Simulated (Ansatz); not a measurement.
The starting structures come from a database of crystals and need not be the phases stable at ambient conditions.

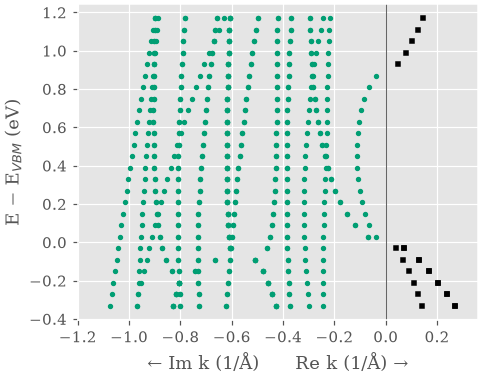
Complex bands at the centre of the two-dimensional zone; r2SCAN run with Ansatz (a first-principles code)

No gap correction and no spin-orbit coupling; mid-gap values are interpolated between computed energies.

Task: This is Sc$_{2}$CdSe$_{4}$ (Fd-3m, spinel, not sure to be the ambient phase, 14 atoms a cell, 25.7 Å³ an atom) along the normal of (001). Read off the slowest decay at the centre of the two-dimensional zone at 0.45 eV, the computed energy nearest the middle of the gap.

Result: κ ≈ 0.11 1/Å, a decay length 1/(2κ) of the density of 4.5 Å.
